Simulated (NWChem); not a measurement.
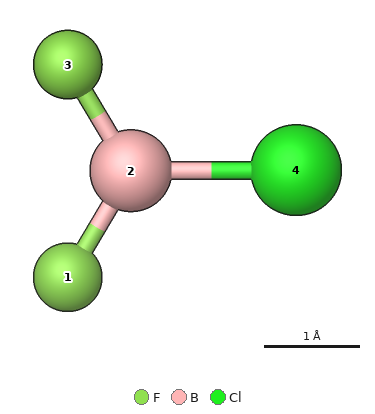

*The input geometry (ball-and-stick view, seen on its broad side; atoms are numbered from 1 in the order of the input).*

Bond lengths as drawn: B–Cl 1.74 Å and B–F 1.31 Å.

Energy and gradient calculation, with input and output: BClF$_{2}$

- system: BClF$_{2}$, SMILES FB(F)Cl
- method: PBE/aug-cc-pVDZ, RKS (NWChem 7.3.0)

The geometry comes from this level: PBE0-D4/def2-TZVP.

## Input file
```python
from ase.io import read
from ase.calculators.nwchem import NWChem

system = read('bclf2.xyz')

calc = NWChem(
    label='bclf2',
    theory='dft',
    memory='2200 mb',
    basis='aug-cc-pVDZ',
    basispar='spherical bse',
    dft={'xc': 'xpbe96 cpbe96', 'mult': '1', 'grid': 'fine', 'convergence': 'energy 1e-08', 'iterations': '100', 'mulliken': None},
)
system.calc = calc

forces = system.get_forces()
print(f"energy = {system.get_potential_energy():.6f} eV")
print("forces (eV/A):")
for s, f in zip(system.symbols, forces):
    print(f"{s:2s} {f[0]:10.5f} {f[1]:10.5f} {f[2]:10.5f}")
print("dipole (e A):", system.get_dipole_moment().round(4))
```

## File bclf2.xyz
```
4
BClF2
F     -0.173700    -1.254300    -0.546300
B     -0.067100    -0.041300    -0.062000
F     -1.011600     0.830100    -0.317700
Cl     1.307900     0.405300     0.905700
```

## File bclf2.nwi
```
title "bclf2"

permanent_dir bclf2

scratch_dir bclf2

start bclf2

geometry units angstrom nocenter noautosym noautoz
  F  -1.7369999999999999e-01 -1.2543000000000000e+00 -5.4630000000000001e-01
  B  -6.7100000000000007e-02 -4.1300000000000003e-02 -6.2000000000000000e-02
  F  -1.0116000000000001e+00 8.3009999999999995e-01 -3.1769999999999998e-01
  Cl 1.3079000000000001e+00 4.0529999999999999e-01 9.0569999999999995e-01
end

memory 2200 mb

basis spherical bse noprint
   * library aug-cc-pVDZ
end

dft
  xc xpbe96 cpbe96
  mult 1
  grid fine
  convergence energy 1e-08
  iterations 100
  mulliken
end

task dft gradient
```

Run as:
```bash
export ASE_NWCHEM_COMMAND="nwchem PREFIX.nwi > PREFIX.nwo"
python run.py
```

## The program's output
```
energy = -18626.448483 eV
forces (eV/A):
F    -0.08875   -1.31044   -0.50728
B     0.67893    0.21397    0.47493
F    -1.00561    0.96159   -0.26020
Cl    0.41544    0.13488    0.29259
dipole (e A): [0.0273 0.009  0.0193]
```

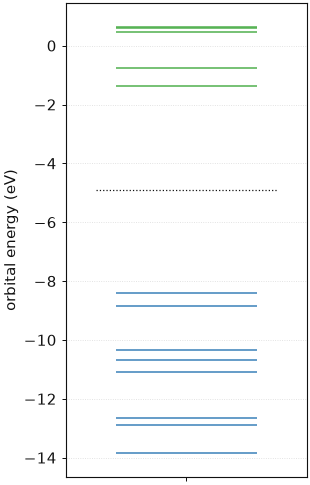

*Orbital energies near the frontier; the dotted line parts filled from empty levels, and levels within 0.02 eV of each other stand side by side.*

Highest filled −8.41 eV, lowest empty −1.38 eV, 7.03 eV apart.

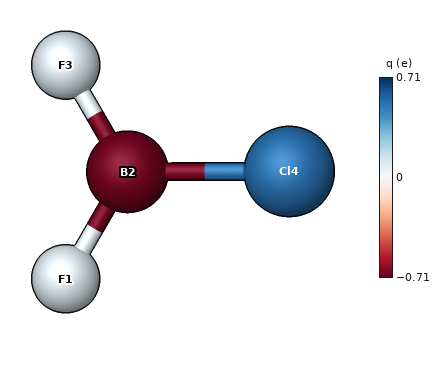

*Löwdin charges, as the colour of each atom (ball-and-stick view, seen at a tilt; atoms are numbered from 1 in the order of the input).*

By element: F +0.08, B −0.68 and Cl +0.53 e.

## Summary

```tsv
quantity	value
outcome	converged
total energy	−684.509362 hartree
basis functions	96
largest force	1.415 eV/Å
HOMO	−8.41 eV
LUMO	−1.38 eV
dipole moment	0.17 D
hardware	1 thread of Intel Xeon (Sapphire Rapids), 16 GiB of memory available, shared host
wall time	34 s
peak memory	0.12 GiB
```
